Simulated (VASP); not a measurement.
Band structure of CoAl (CsCl type). Method: vdW-DF-cx, VASP's PBE PAW potentials (set 64) (plane waves; VASP).

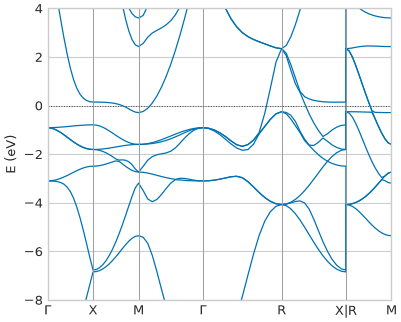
Bands along high-symmetry lines, zero at the valence-band maximum or, without a gap, the Fermi level

Read the plot: is there a gap, and where are the band edges?

It has no gap at this level: it comes out as a metal or semimetal. (Edges off the drawn lines would not show.)

The compound is CoAl in the CsCl type structure. It was relaxed first. The run is not spin-polarised, so no magnetic state was tried.
